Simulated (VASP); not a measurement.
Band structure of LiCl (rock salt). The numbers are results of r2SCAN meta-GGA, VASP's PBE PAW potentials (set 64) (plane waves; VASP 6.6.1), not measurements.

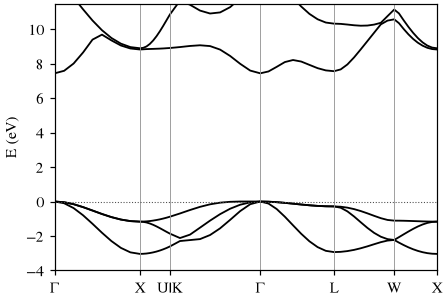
Figure. Bands along high-symmetry lines, zero at the valence-band maximum or, without a gap, the Fermi level

Task: Read the plot: is there a gap, and where are the band edges?

Result: The gap is direct, 7.44 eV, from the valence maximum at Γ to the conduction minimum at Γ.

Measured: gap 9.40 eV (computed value off by -1.96 eV), as given by Wei Chen et al., Physical Review Materials (2018), doi:10.1103/physrevmaterials.2.073803.

The compound is LiCl in the rock salt structure. It was relaxed first.
